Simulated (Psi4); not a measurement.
# MoCl3OF (SMILES [O]=[Mo]([F])([Cl])([Cl])[Cl]), step by step

Wanted: a series of 9 runs (PBE-D4/def2-SVP, PBE0-D4/def2-TZVP, PBE-D4/def2-TZVPP, r2SCAN-D4/def2-TZVPP, B3LYP-D4/def2-TZVPP, PBE0-D4/def2-TZVPP, wB97M-V/def2-TZVPP, MP2/def2-QZVPP) of MoCl3OF. 

The calculation is run with Psi4 1.11.

## (1) The molecule

The species is MoCl3OF (6 atoms), meant as a singlet with charge 0. SMILES: `[O]=[Mo]([F])([Cl])([Cl])[Cl]`. The shape comes from a force field and isn't a relaxed structure. The run starts from this shape.

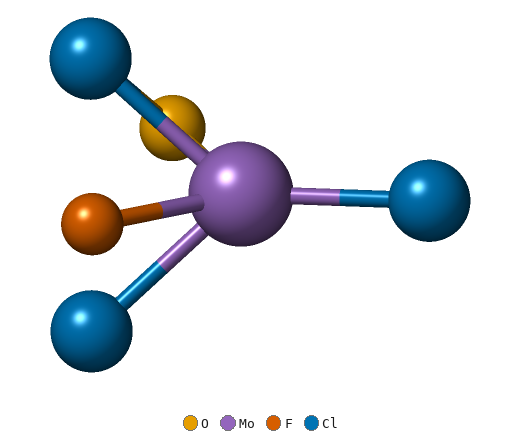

Viewed from a chosen angle; oxygen amber, molybdenum purple, fluorine orange, chlorine blue.

## (2) A structure relaxation at PBE-D4/def2-SVP (density fitting, core potential) (run 1)

File input.inp:

```
memory 3300 MB

molecule molecule1 {
  0 1
  O     -1.524070     0.401086     0.117451
  Mo     0.064348     0.109786    -0.633211
  F      1.162856    -0.507879     1.151814
  Cl     0.062231    -1.934702     0.623902
  Cl     0.697675     0.710836    -2.717413
  Cl    -0.448445     1.134941     1.463610
  units angstrom
  symmetry c1
}

set {
  scf_type df
  geom_maxiter 60
  max_force_g_convergence 0.0005
}

opt("pbe-d4/def2-SVP")
```

Started as:

```sh
$ psi4 -n 2 input.inp input.out
```

input.out:

```text
[...]
    !!!  WARNING: ECP capability is in beta. Please check occupations closely.  !!!
[...]
  Running in c1 symmetry.
[...]
  Nuclear repulsion =  536.612518282528299
[...]
  Multiplicity = 1
[...]
  Nalpha       = 41
  Nbeta        = 41
[...]
    Number of basis functions: 113
[...]
   @DF-RKS iter   1: -1620.80606787874899    1.50734e+00   1.50552e-02 DIIS/ADIIS
[...]
    !!!  WARNING: ECP capability is in beta. Please check occupations closely.  !!!
[...]
   @DF-RKS iter  11: -1622.84150912718042   -5.22959e-12   4.83843e-09 DIIS
[...]
  @DF-RKS Final Energy: -1622.84150912718042
   => Energetics <=
    Nuclear Repulsion Energy =            524.3218001220102451
    One-Electron Energy =               -3308.9717224525647907
    Two-Electron Energy =                1272.6212765101477089
    DFT Exchange-Correlation Energy =    -110.8031050397967050
    Empirical Dispersion Energy =          -0.0097582669768663
    VV10 Nonlocal Energy =                  0.0000000000000000
    Total Energy =                      -1622.8415091271804158
[...]
 Multipole Moments:
 ------------------------------------------------------------------------------------
     Multipole            Electronic (a.u.)      Nuclear  (a.u.)        Total (a.u.)
 ------------------------------------------------------------------------------------
 L = 1.  Multiply by 2.5417464519 to convert [e a0] to [Debye]
 Dipole X            :         -8.2266204            8.3371648            0.1105444
 Dipole Y            :         -4.0756507            4.1450895            0.0694389
 Dipole Z            :         12.0755434          -12.2581245           -0.1825811
 Magnitude           :                                                    0.2244498
[...]
  -Total Gradient:
     Atom            X                  Y                   Z
    ------   -----------------  -----------------  -----------------
       1       -0.000241646762     0.000065959019    -0.000162291752
       2        0.000809085011     0.000510816882     0.000487845044
       3        0.000153849654    -0.000321199706     0.000366456468
       4        0.000070762906    -0.000288166613    -0.000097331725
       5       -0.000192439500     0.000173768319    -0.000216571711
       6       -0.000141395258    -0.000165106275    -0.000301262231
[...]
```

The script printed:

```text
Optimizer: Optimization complete!
```

Run time: 10 min. Hardware: 2 threads of Intel Xeon at 2.50GHz (Skylake/Cascade Lake), shared host; peak memory 0.76 GiB.

The path in brief:

| step | energy from the first frame kept (eV) | largest force (eV/Å) |
| --- | --- | --- |
| 0 | 0.0000 | 6.8352 |
| 2 | -4.8138 | 5.7976 |
| 4 | -7.7477 | 2.4442 |
| 6 | -8.5110 | 0.4823 |
| 8 | -8.5794 | 0.4122 |
| 10 | -8.6913 | 0.6226 |
| 12 | -8.8050 | 1.7198 |
| 14 | -8.8594 | 1.0446 |
| 16 | -8.8797 | 0.7832 |
| 18 | -8.8907 | 0.6486 |
| 20 | -8.9509 | 0.6286 |
| 22 | -9.0349 | 0.5318 |
| 24 | -9.0671 | 0.8524 |
| 26 | -9.0482 | 0.7693 |
| 28 | -9.0593 | 0.4230 |
| 30 | -9.0800 | 0.0931 |
| 32 | -9.0828 | 0.0552 |

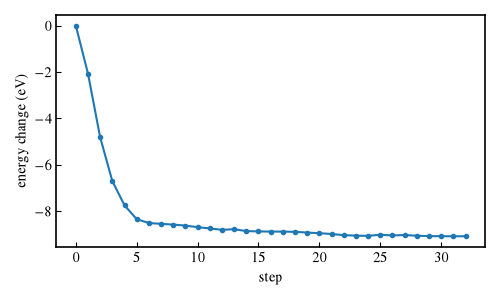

Energy along the run.

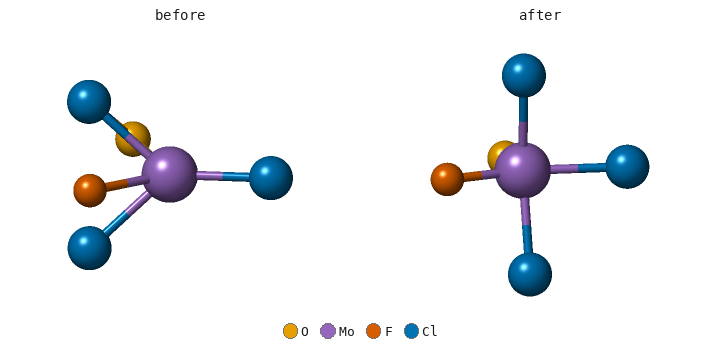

Before and after, at one scale.

After the run. Bond lengths: O1–Mo2 1.664 Å, Mo2–F3 1.867 Å, Mo2–Cl4 2.304 Å, Mo2–Cl5 2.304 Å, Mo2–Cl6 2.302 Å. Angles: O1–Mo2–F3 103.9°, O1–Mo2–Cl4 105.2°, O1–Mo2–Cl5 101.8°, O1–Mo2–Cl6 105.2°, F3–Mo2–Cl4 85.1°, F3–Mo2–Cl5 154.4°, F3–Mo2–Cl6 85.3°, Cl4–Mo2–Cl5 88.1°, Cl4–Mo2–Cl6 149.5°, Cl5–Mo2–Cl6 88.1°.

## (3) A geometry optimisation at PBE0-D4/def2-TZVP (density fitting, core potential) (run 2)

File calc.inp:

```
memory 3300 mb

molecule {
  0 1
  O     -1.734279    -0.157799     0.114900
  Mo    -0.084325    -0.043917    -0.070848
  F      0.589672    -0.554105     1.594351
  Cl     0.591148    -2.134637    -0.765641
  Cl     0.095600     0.658166    -2.257777
  Cl     0.448524     2.098634     0.579759
  symmetry c1
}

set basis def2-TZVP
set scf_type df
set geom_maxiter 50
set max_force_g_convergence 0.0002

energy_value = optimize("pbe0-d4")
```

Started as:

```sh
$ psi4 -n 2 calc.inp calc.out
```

calc.out:

```text
[...]
    !!!  WARNING: ECP capability is in beta. Please check occupations closely.  !!!
[...]
  Running in c1 symmetry.
[...]
  Nuclear repulsion =  524.321822604542149
[...]
  Multiplicity = 1
[...]
  Nalpha       = 41
  Nbeta        = 41
[...]
    Number of basis functions: 213
[...]
   @DF-RKS iter   1: -1622.62554639130235    1.61117e-01   7.12862e-03 ADIIS/DIIS
[...]
    !!!  WARNING: ECP capability is in beta. Please check occupations closely.  !!!
[...]
   @DF-RKS iter  10: -1623.57042297917064   -5.00222e-12   3.23809e-09 DIIS
[...]
  @DF-RKS Final Energy: -1623.57042297917064
   => Energetics <=
    Nuclear Repulsion Energy =            532.0892598634634396
    One-Electron Energy =               -3325.5882007827358393
    Two-Electron Energy =                1253.9297853239188498
    DFT Exchange-Correlation Energy =     -83.9927739374047064
    Empirical Dispersion Energy =          -0.0084934464125532
    VV10 Nonlocal Energy =                  0.0000000000000000
    Total Energy =                      -1623.5704229791706439
[...]
 Multipole Moments:
 ------------------------------------------------------------------------------------
     Multipole            Electronic (a.u.)      Nuclear  (a.u.)        Total (a.u.)
 ------------------------------------------------------------------------------------
 L = 1.  Multiply by 2.5417464519 to convert [e a0] to [Debye]
 Dipole X            :         -8.9760196            8.9951632            0.0191436
 Dipole Y            :         -4.0193709            4.0969888            0.0776179
 Dipole Z            :         11.7338145          -11.9696734           -0.2358589
 Magnitude           :                                                    0.2490391
[...]
  -Total Gradient:
     Atom            X                  Y                   Z
    ------   -----------------  -----------------  -----------------
       1        0.000179924518     0.000013631079    -0.000010221960
       2        0.000306595972    -0.000004355731     0.000245266426
       3       -0.000038631262    -0.000036878617    -0.000029242177
       4       -0.000014504242     0.000068906842    -0.000070652529
       5       -0.000045318102    -0.000014537722    -0.000071441740
       6       -0.000028492496    -0.000005486224    -0.000096334963
[...]
```

The script printed:

```text
Optimizer: Optimization complete!
```

It took 3.2 min on 2 threads of Intel Xeon at 2.50GHz (Skylake/Cascade Lake), shared host; peak memory 1.2 GiB.

The path in brief:

| step | energy from the first frame kept (eV) | largest force (eV/Å) |
| --- | --- | --- |
| 0 | 0.0000 | 1.7638 |
| 1 | -0.0490 | 1.1958 |
| 2 | -0.0668 | 0.2495 |
| 3 | -0.0675 | 0.0581 |
| 4 | -0.0680 | 0.0202 |

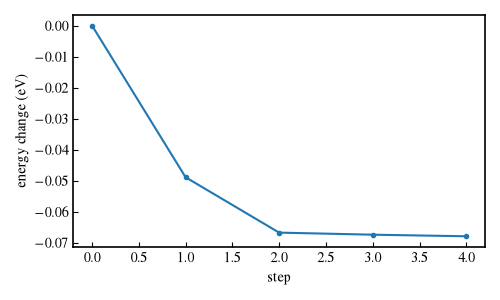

Energy along the run.

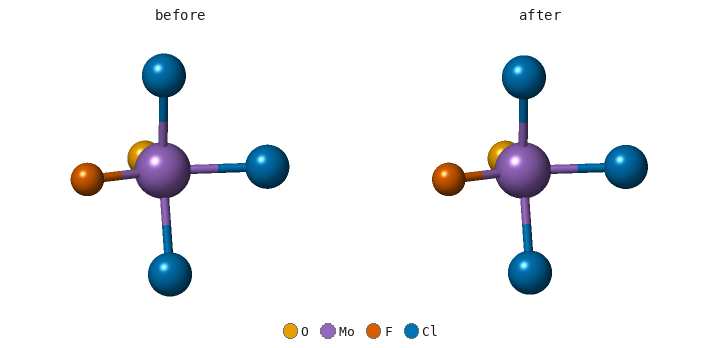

Before and after, at one scale.

After the run. Bond lengths: O1–Mo2 1.638 Å, Mo2–F3 1.848 Å, Mo2–Cl4 2.269 Å, Mo2–Cl5 2.270 Å, Mo2–Cl6 2.269 Å. Angles: O1–Mo2–F3 104.5°, O1–Mo2–Cl4 105.8°, O1–Mo2–Cl5 102.5°, O1–Mo2–Cl6 105.8°, F3–Mo2–Cl4 84.7°, F3–Mo2–Cl5 153.0°, F3–Mo2–Cl6 84.8°, Cl4–Mo2–Cl5 88.0°, Cl4–Mo2–Cl6 148.3°, Cl5–Mo2–Cl6 88.0°.

## (4) The harmonic vibrations at PBE0-D4/def2-TZVP (density fitting, core potential) (run 3)

File cl3fmoo.in:

```
memory 3.3 GB

molecule {
  0 1
  O     -1.717684    -0.156540     0.110817
  Mo    -0.094613    -0.043228    -0.075213
  F      0.594608    -0.543223     1.565125
  Cl     0.593827    -2.095986    -0.754577
  Cl     0.105118     0.647893    -2.228190
  Cl     0.454859     2.061837     0.569076
  units angstrom
  symmetry c1
}

set globals {
  basis                      def2-TZVP
  reference                  rks
  scf_type                   df
  rotational_symmetry_number 1
}

result = freq("pbe0-d4")
```

Started as:

```sh
$ psi4 -n 2 cl3fmoo.in cl3fmoo.out
```

cl3fmoo.out:

```text
[...]
    !!!  WARNING: ECP capability is in beta. Please check occupations closely.  !!!
[...]
  Running in c1 symmetry.
[...]
  Nuclear repulsion =  532.089239634962610
[...]
  Multiplicity = 1
[...]
  Nalpha       = 41
  Nbeta        = 41
[...]
    Number of basis functions: 213
[...]
   @DF-RKS iter   1: -1622.67697202746763    1.70880e-01   7.05360e-03 ADIIS/DIIS
[...]
   @DF-RKS iter  15: -1623.57042291333755   -2.18279e-11   8.34624e-09 DIIS
[...]
  @DF-RKS Final Energy: -1623.57042291333755
   => Energetics <=
    Nuclear Repulsion Energy =            532.1129614607220901
    One-Electron Energy =               -3325.6356993178405901
    Two-Electron Energy =                1253.9536880508833292
    DFT Exchange-Correlation Energy =     -83.9928793157296809
    Empirical Dispersion Energy =          -0.0084937913728589
    VV10 Nonlocal Energy =                  0.0000000000000000
    Total Energy =                      -1623.5704229133375520
[...]
  -Total Gradient:
     Atom            X                  Y                   Z
    ------   -----------------  -----------------  -----------------
       1        0.000192936277     0.000014221388    -0.000013428787
       2        0.000318697450     0.000038476646     0.000186548991
       3       -0.000043606723    -0.000045609848    -0.000036340989
       4       -0.000017854885     0.000078552918    -0.000070475435
       5       -0.000051602232    -0.000030498799     0.000029495442
       6       -0.000038869702    -0.000034936549    -0.000129795894
[...]
  ==> Harmonic Vibrational Analysis <==
[...]
  Freq [cm^-1]                 54.9265             165.2181            166.4400
[...]
  IR activ [km/mol]             0.0792              7.3688             17.3625
[...]
  Freq [cm^-1]                 202.3801            252.7674            280.4593
[...]
  IR activ [km/mol]             3.5472              0.5957             19.6412
[...]
  Freq [cm^-1]                 285.5416            345.8529            419.2423
[...]
  IR activ [km/mol]             1.0328             23.7844             52.7365
[...]
  Freq [cm^-1]                 427.3811            671.1131           1112.2221
[...]
  IR activ [km/mol]            197.5211            170.1185            115.3036
[...]
  Total E_0, Enthalpy at 0 [K]                                                        -1623.56043653 [Eh]
[...]
  Total H, Enthalpy at  298.15 [K]                                                    -1623.55159015 [Eh]
[...]
  Total G, Gibbs energy at  298.15 [K]                                                -1623.59512258 [Eh]
[...]
```

Standard output:

```text
Warning: used thermodynamics relations inappropriate for low-frequency modes: ['54.9265' '165.2181' '166.4400' '202.3801' '252.7674' '280.4593'
 '285.5416' '345.8529' '419.2423' '427.3811']
```

It took 23 min on 2 threads of Intel Xeon at 2.50GHz (Skylake/Cascade Lake), shared host; peak memory 1.2 GiB.

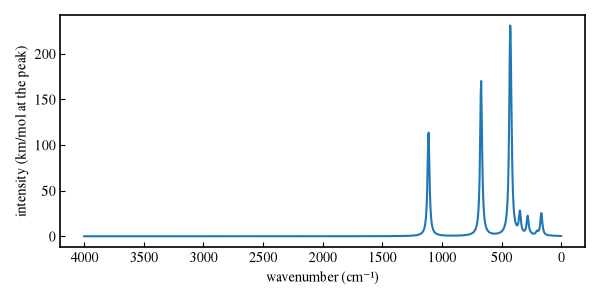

Harmonic infrared spectrum, unscaled, lines broadened by 10 cm⁻¹.

Runs 4 to 8 aren't shown in full; the table further down has their settings and results.

## (5) The energy at MP2/def2-QZVPP (density fitting, core potential, density fitting for correlation) (run 9)

File cl3fmoo.in:

```
memory 3300 mb

molecule {
  0 1
  O     -1.717684    -0.156540     0.110817
  Mo    -0.094613    -0.043228    -0.075213
  F      0.594608    -0.543223     1.565125
  Cl     0.593827    -2.095986    -0.754577
  Cl     0.105118     0.647893    -2.228190
  Cl     0.454859     2.061837     0.569076
  symmetry c1
}

set {
  reference rhf
  scf_type df
  num_frozen_docc 17
}

e, wfn = energy("mp2/def2-QZVPP", return_wfn=True)
```

Started as:

```sh
$ psi4 -i cl3fmoo.in -o cl3fmoo.out -n 2
```

cl3fmoo.out:

```text
[...]
    !!!  WARNING: ECP capability is in beta. Please check occupations closely.  !!!
[...]
  Running in c1 symmetry.
[...]
  Nuclear repulsion =  532.089239634962610
[...]
  Multiplicity = 1
[...]
  Nalpha       = 41
  Nbeta        = 41
[...]
    Number of basis functions: 405
[...]
   @DF-RHF iter   1: -1619.96871962039836   -5.02261e-01   3.06485e-03 ADIIS/DIIS
[...]
   @DF-RHF iter  16: -1620.61646964031775   -1.99407e-10   6.83671e-09 DIIS
[...]
    Orbital Energies [Eh]
    ---------------------
    Doubly Occupied:
       1A   -104.864316     2A   -104.862589     3A   -104.862449
       4A    -26.316071     5A    -20.700777     6A    -10.591023
       7A    -10.589257     8A    -10.589118     9A     -8.057437
      10A     -8.056572    11A     -8.056495    12A     -8.055714
      13A     -8.055575    14A     -8.054746    15A     -8.054719
      16A     -8.054606    17A     -8.054580    18A     -3.329081
      19A     -2.185605    20A     -2.155961    21A     -2.148303
      22A     -1.583309    23A     -1.339828    24A     -1.125556
      25A     -1.108235    26A     -1.103001    27A     -0.734926
      28A     -0.715384    29A     -0.700721    30A     -0.671028
      31A     -0.659281    32A     -0.623039    33A     -0.600675
      34A     -0.562181    35A     -0.559581    36A     -0.515361
[...]
  @DF-RHF Final Energy: -1620.61646964031775
   => Energetics <=
    Nuclear Repulsion Energy =            532.0892396349626097
    One-Electron Energy =               -3323.9501822615334277
    Two-Electron Energy =                1171.2444729862529584
    Total Energy =                      -1620.6164696403177459
[...]
 Multipole Moments:
 ------------------------------------------------------------------------------------
     Multipole            Electronic (a.u.)      Nuclear  (a.u.)        Total (a.u.)
 ------------------------------------------------------------------------------------
 L = 1.  Multiply by 2.5417464519 to convert [e a0] to [Debye]
 Dipole X            :         -8.9845111            8.9951672            0.0106561
 Dipole Y            :         -4.0154439            4.0970023            0.0815584
 Dipole Z            :         11.7209104          -11.9696917           -0.2487813
 Magnitude           :                                                    0.2620257
[...]
```

It took 45 s on 2 threads of Intel Xeon at 2.50GHz (Skylake/Cascade Lake), shared host; peak memory 1.7 GiB.

## (6) The series

| run | level | geom maxiter | max force g convergence | energy (Eh) | dipole moment (D) | HOMO energy (eV) | LUMO energy (eV) | wall time |
| --- | --- | --- | --- | --- | --- | --- | --- | --- |
| 1 | PBE-D4/def2-SVP (density fitting, core potential) | 60 | 0.0005 | -1622.841509 | 0.57 | -7.86 | -6.04 | 10 min |
| 2 | PBE0-D4/def2-TZVP (density fitting, core potential) | 50 | 0.0002 | -1623.570423 | 0.63 | -9.25 | -5.49 | 3.2 min |
| 3 | PBE0-D4/def2-TZVP (density fitting, core potential) | – | – | -1623.570423 | 0.63 | – | – | 23 min |
| 4 | PBE-D4/def2-TZVPP (density fitting, core potential) | – | – | -1623.558644 | 0.50 | -7.87 | -5.94 | 48 s |
| 5 | r2SCAN-D4/def2-TZVPP (density fitting) | – | – | timeout | – | – | – | 2 min |
| 6 | B3LYP-D4/def2-TZVPP (density fitting, core potential) | – | – | -1624.294070 | 0.62 | -8.96 | -5.60 | 47 s |
| 7 | PBE0-D4/def2-TZVPP (density fitting, core potential) | – | – | -1623.579847 | 0.58 | -9.23 | -5.44 | 47 s |
| 8 | wB97M-V/def2-TZVPP (density fitting) | – | – | timeout | – | – | – | 2 min |
| 9 | MP2/def2-QZVPP (density fitting, core potential, density fitting for correlation) | – | – | -1622.452427 | – | -12.43 | -2.08 | 45 s |

## (7) Results

| quantity | value |
| --- | --- |
| run 9, MP2/def2-QZVPP: total energy | -1622.45243 Eh |
| run 9, MP2/def2-QZVPP: HOMO energy (Hartree–Fock orbitals) | -12.43 eV |
| run 9, MP2/def2-QZVPP: LUMO energy (Hartree–Fock orbitals) | -2.08 eV |
| run 9, MP2/def2-QZVPP: HOMO–LUMO gap (Hartree–Fock orbitals) | 10.35 eV |
| run 9, MP2/def2-QZVPP: correlation energy (17 core orbitals frozen) | -1836.0 mEh |

In words: Over runs 3, 4, 6, 7 the dipole moment (its size) runs from 0.50 D (PBE-D4/def2-TZVPP) to 0.63 D (PBE0-D4/def2-TZVP). The two ends differ in method and basis. Over runs 4, 6, 7 the HOMO–LUMO gap runs from 1.93 eV (PBE-D4/def2-TZVPP) to 3.80 eV (PBE0-D4/def2-TZVPP). Totals of different functionals can't be ranked against each other. All runs together took 43 min, the longest 23 min. 2 of the 9 runs did not end normally.
